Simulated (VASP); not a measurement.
Band structure of Ir (fcc). Level of theory: vdW-DF2, VASP's PBE PAW potentials (set 64) (plane waves; VASP).

Unless said otherwise, spin-orbit coupling is left out, though it shifts the bands of the heavy elements here.

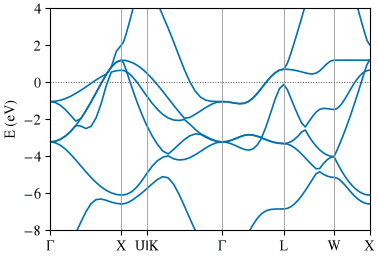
Figure. Bands along high-symmetry lines, zero at the valence-band maximum or, without a gap, the Fermi level

Read the plot: is there a gap, and where are the band edges?

It has no gap at this level: it comes out as a metal or semimetal. (Edges off the drawn lines would not show.)

The compound is Ir in the fcc structure. It was relaxed first, which changed the volume by +12 %.
